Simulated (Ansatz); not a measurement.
# MoN(OH)3 (H3MoNO3): single points with varied inputs

How do the results and run time of MoN(OH)3 (H3MoNO3) respond when the settings are drawn wide?

Computed with Ansatz 0.2.0, Gaussian basis. Level: the settings change from run to run.

2 further runs of the same task are left out: 1 that didn't finish, 1 set aside as unsound or not needed.

## (1) The geometry

An earlier B3LYP-D4/def2-SVP relaxation fixed the geometry. Mo takes a core potential in def2 sets; no spin-orbit term is included.

8 atoms, charge 0, spin multiplicity 1.

Atoms are counted from 1 here; the program's logs count them from 0.

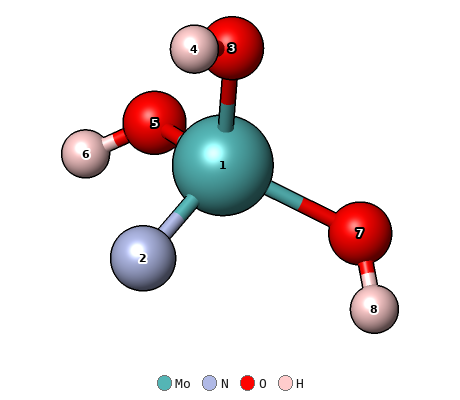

The geometry (molybdenum teal, nitrogen light blue, oxygen red, hydrogen pink); atoms are numbered from 1 in the order of the file.

## (2) r2SCAN0/def2-TZVP

in.yaml

```yaml
crystal:
  periodic: [false, false, false]
  atoms:
    - {symbol: Mo, position_ang: [-0.000433, -0.000776, -0.039704]}
    - {symbol: N, position_ang: [0.016605, 0.030586, 1.597343]}
    - {symbol: O, position_ang: [1.751020, 0.420298, -0.602275]}
    - {symbol: H, position_ang: [2.467551, 0.606743, 0.019299]}
    - {symbol: O, position_ang: [-1.258415, 1.294797, -0.587744]}
    - {symbol: H, position_ang: [-1.757824, 1.834665, 0.039685]}
    - {symbol: O, position_ang: [-0.510625, -1.748220, -0.537222]}
    - {symbol: H, position_ang: [-0.707879, -2.438083, 0.110629]}
basis:
  gaussian: {orbitals: def2-TZVP}
hamiltonian: {xc: {name: r2SCAN0}}
```

On the command line:

```console
> ansatz run in.yaml --threads 4 --pin off --events-out ev --progress --plain --max-ram 3916MiB
```

Log:

```text
Functional definition: r2SCAN0
  name "r2SCAN0"
  cite "Bursch, Neugebauer, Ehlert & Grimme, J. Chem. Phys. 156, 134105 (2022) doi:10.1063/5.0086040"
  cite "Furness, Kaplan, Ning, Perdew & Sun, J. Phys. Chem. Lett. 11, 8208 (2020) doi:10.1021/acs.jpclett.0c02405"
  cite "Furness, Kaplan, Ning, Perdew & Sun, J. Phys. Chem. Lett. 11, 9248 (2020) doi:10.1021/acs.jpclett.0c03077"
  parent r2scan
  parameter a = 0.25
  parameter k0 = 0.174
  parameter k1 = 0.065
  parameter a1 = 4.9479
  exchange = (1 - a)*r2scan_x(k0 = k0, k1 = k1, a1 = a1) + a*exact_x
  correlation = r2scan_c
1118 factors; their error is unknown
mean field evaluation 1: about -9517.0502 eV, gradient 1.1e2 eV
mean field evaluation 2: about -9384.1814 eV, gradient 2.8e2 eV
mean field evaluation 4: about -9534.8565 eV, gradient 3.5e1 eV
mean field evaluation 8: about -9537.1836 eV, gradient 9.6e-2 eV
mean field evaluation 16: about -9537.2776 eV, gradient 1.7e-4 eV
mean field -9537.27756079 eV, -350.4884857602 hartree, gradient 5.1e-5 eV, S^2 0.000000; 0 other end points of the search recorded, 0 dependent functions left out
reference -9537.27757761 eV, -350.4884863784 hartree; 24, 24 occupied and 158, 158 virtual orbitals, 1118 factors
Total energy: -9537.27757761 eV, -350.4884863784 hartree
```

Run time: 3.5 s. Hardware: 4 threads of Arm Neoverse V2, shared host.

## (3) wB97/def2-SVP

This run has charge -1, multiplicity 2, restricted open-shell orbitals, relativity set to scalar.

Edit in.yaml of step 2 so:

```diff
@@ -12,3 +12,6 @@
 basis:
-  gaussian: {orbitals: def2-TZVP}
-hamiltonian: {xc: {name: r2SCAN0}}
+  gaussian: {orbitals: def2-SVP}
+total_charge: -1
+magnetization: {spin_polarized: false, initial_magnetization: 1}
+hamiltonian: {xc: {name: wB97}, pseudopotentials: {relativity: scalar}}
+scf: {omitted_lower_state_checks: [starts]}
```

The command is unchanged.

Log, shortened:

```text
Functional definition: wB97
  name "wB97"
  cite "Chai & Head-Gordon, J. Chem. Phys. 128, 084106 (2008) doi:10.1063/1.2834918"
  cite "Becke, J. Chem. Phys. 107, 8554 (1997) doi:10.1063/1.475007"
[...]
  # The coefficients of nought are those of the uniform gas.
[...]
      + integral(e_c_pw_opposite_spin*poly(b97_u_opposite, 1, cos1, cos2, cos3, cos4))
[...]
1078 factors; their error is unknown
304 factors; integrals over basis functions are off by at most 1.4e-5 eV
[...]
mean field -9535.08811509 eV, -350.4080251148 hartree, gradient 7.3e-6 eV, S^2 0.750000; 0 other end points of the search recorded, 0 dependent functions left out
reference -9535.08809723 eV, -350.4080244585 hartree; 25, 24 occupied and 77, 78 virtual orbitals, 1078 factors
Total energy: -9535.08809723 eV, -350.4080244585 hartree
Relativity: scalar
Checks for a lower state left out: starts
```

It took 48 s on 4 threads of Arm Neoverse V2, shared host.

## (4) r2SCAN50/def2-TZVP

Options: atoms shaken by 0.08 Å, relativity set to scalar.

in.yaml

```yaml
crystal:
  periodic: [false, false, false]
  atoms:
    - {symbol: Mo, position_ang: [-0.115765, -0.073717, -0.034224]}
    - {symbol: N, position_ang: [-0.070404, -0.000030, 1.607370]}
    - {symbol: O, position_ang: [1.829061, 0.253782, -0.639466]}
    - {symbol: H, position_ang: [2.467440, 0.595960, 0.037863]}
    - {symbol: O, position_ang: [-1.201927, 1.213061, -0.487290]}
    - {symbol: H, position_ang: [-1.814517, 1.821759, -0.008446]}
    - {symbol: O, position_ang: [-0.456582, -1.666511, -0.458369]}
    - {symbol: H, position_ang: [-0.635244, -2.566147, 0.132312]}
basis:
  gaussian: {orbitals: def2-TZVP}
hamiltonian: {xc: {name: r2SCAN50}, pseudopotentials: {relativity: scalar}}
```

Same command.

Log, shortened:

```text
Functional definition: r2SCAN50
  name "r2SCAN50"
  cite "Bursch, Neugebauer, Ehlert & Grimme, J. Chem. Phys. 156, 134105 (2022) doi:10.1063/5.0086040"
  cite "Furness, Kaplan, Ning, Perdew & Sun, J. Phys. Chem. Lett. 11, 8208 (2020) doi:10.1021/acs.jpclett.0c02405"
  cite "Furness, Kaplan, Ning, Perdew & Sun, J. Phys. Chem. Lett. 11, 9248 (2020) doi:10.1021/acs.jpclett.0c03077"
  parent r2scan
[...]
1261 factors; their error is unknown
[...]
mean field -9536.97544982 eV, -350.4773833866 hartree, gradient 4.7e-5 eV, S^2 0.000000; 0 other end points of the search recorded, 0 dependent functions left out
reference -9536.97546259 eV, -350.4773838562 hartree; 24, 24 occupied and 158, 158 virtual orbitals, 1261 factors
Total energy: -9536.97546259 eV, -350.4773838562 hartree
Relativity: scalar
```

It took 3.9 s on 4 threads of Arm Neoverse V2, shared host.

## (5) CAM-B3LYP/def2-mTZVPP

Set apart from the defaults: D3(BJ) dispersion.

in.yaml

```yaml
crystal:
  periodic: [false, false, false]
  atoms:
    - {symbol: Mo, position_ang: [-0.000433, -0.000776, -0.039704]}
    - {symbol: N, position_ang: [0.016605, 0.030586, 1.597343]}
    - {symbol: O, position_ang: [1.751020, 0.420298, -0.602275]}
    - {symbol: H, position_ang: [2.467551, 0.606743, 0.019299]}
    - {symbol: O, position_ang: [-1.258415, 1.294797, -0.587744]}
    - {symbol: H, position_ang: [-1.757824, 1.834665, 0.039685]}
    - {symbol: O, position_ang: [-0.510625, -1.748220, -0.537222]}
    - {symbol: H, position_ang: [-0.707879, -2.438083, 0.110629]}
basis:
  gaussian: {orbitals: def2-mTZVPP}
hamiltonian: {xc: {name: CAM-B3LYP}, dispersion: d3bj}
scf: {omitted_lower_state_checks: [starts]}
```

Launched as before.

Log, shortened:

```text
Functional definition: CAM-B3LYP
  name "CAM-B3LYP"
  cite "Yanai, Tew & Handy, Chem. Phys. Lett. 393, 51 (2004) doi:10.1016/j.cplett.2004.06.011"
  cite "Iikura, Tsuneda, Yanai & Hirao, J. Chem. Phys. 115, 3540 (2001) doi:10.1063/1.1383587"
  cite "Becke, Phys. Rev. A 38, 3098 (1988) doi:10.1103/PhysRevA.38.3098"
  cite "Lee, Yang & Parr, Phys. Rev. B 37, 785 (1988) doi:10.1103/PhysRevB.37.785"
  cite "Vosko, Wilk & Nusair, Can. J. Phys. 58, 1200 (1980) doi:10.1139/p80-159"
[...]
  # Exact exchange under (alpha + beta erf(omega r))/r, Becke's under what is left of 1/r.
[...]
1139 factors; their error is unknown
408 factors; integrals over basis functions are off by at most 1.1e-5 eV
[...]
mean field -9538.15954731 eV, -350.5208981671 hartree, gradient 7.2e-5 eV, S^2 0.000000; 0 other end points of the search recorded, 0 dependent functions left out
reference -9538.15969895 eV, -350.5209037396 hartree; 24, 24 occupied and 120, 120 virtual orbitals, 1139 factors
Total energy: -9538.30937581 eV, -350.5264042628 hartree
Checks for a lower state left out: starts
```

Run time: 1.8 s. Hardware: 4 threads of Arm Neoverse V2, shared host.

## (6) The runs in one table

| level | charge | multiplicity | geometry | functions | energy (eV) | time |
| --- | --- | --- | --- | --- | --- | --- |
| r2SCAN0/def2-TZVP | 0 | 1 | relaxed | 182 | -9537.278 | 3.5 s |
| wB97/def2-SVP | -1 | 2 | relaxed | 102 | -9535.088 | 48 s |
| r2SCAN50/def2-TZVP | 0 | 1 | shaken | 182 | -9536.975 | 3.9 s |
| CAM-B3LYP/def2-mTZVPP | 0 | 1 | relaxed | 144 | -9538.309 | 1.8 s |

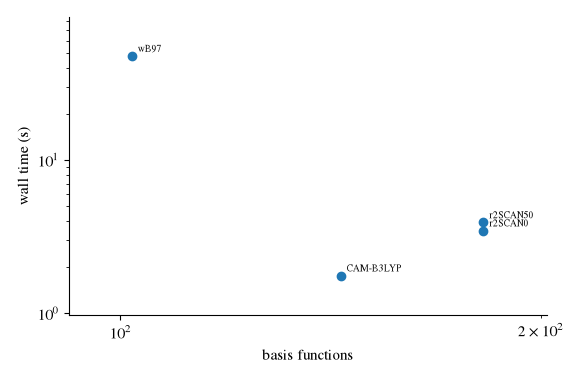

Wall time against the number of basis functions (shared host).

## (7) What came out

| quantity | value |
| --- | --- |
| runs | 4 |
| quickest | CAM-B3LYP/def2-mTZVPP, 1.8 s |
| slowest | wB97/def2-SVP, 48 s |
| spread of total energies, same state and geometry | 1.0 eV |

Run time spans a factor of 27, from CAM-B3LYP/def2-mTZVPP to wB97/def2-SVP. The jobs differ in tasks and options as well as level. The totals spread over 1 eV; they can't be compared across methods or bases.
